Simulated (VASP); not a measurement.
Band structure of SrPd (space group Cmcm). Calculation: PBEsol GGA, VASP's PBE PAW potentials (set 64) (plane waves; VASP).

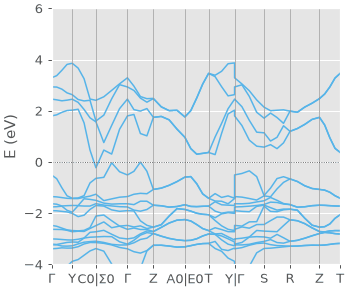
Fig. 1. Bands along high-symmetry lines, zero at the valence-band maximum or, without a gap, the Fermi level

Read the plot: is there a gap, and where are the band edges?

It has no gap at this level: it comes out as a metal or semimetal.

The structure comes from a computed database's SrPd entry (Cmcm); how it stands against other phases isn't given here. The cell was not relaxed at this level.
